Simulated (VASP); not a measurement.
Band structure of AlN (wurtzite). These are optB86b-vdW, VASP's PBE PAW potentials (set 64) (plane waves; VASP) values and carry that method's errors.

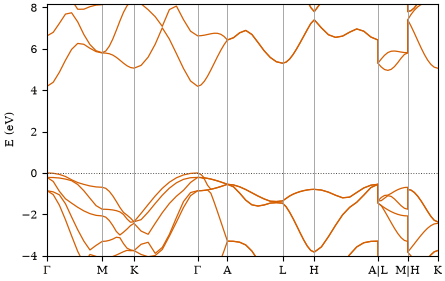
Figure: Bands along high-symmetry lines, zero at the valence-band maximum or, without a gap, the Fermi level

### Question
Read the plot: is there a gap, and where are the band edges?

### Answer
The gap is direct, 4.19 eV, from the valence maximum at Γ to the conduction minimum at Γ. (Edges off the drawn lines would not show.)

Measured: gap 6.51 eV (computed value off by -2.32 eV), as given by Martin Feneberg et al., Physical Review B (2010), doi:10.1103/physrevb.82.075208 [zero-point renormalisation of 0.417 eV (from the measured temperature dependence, row gaps:miglio2020:AlN_wz:gap_zpr, arXiv:2011.12765) added back].

The compound is AlN in the wurtzite structure. It was relaxed first.
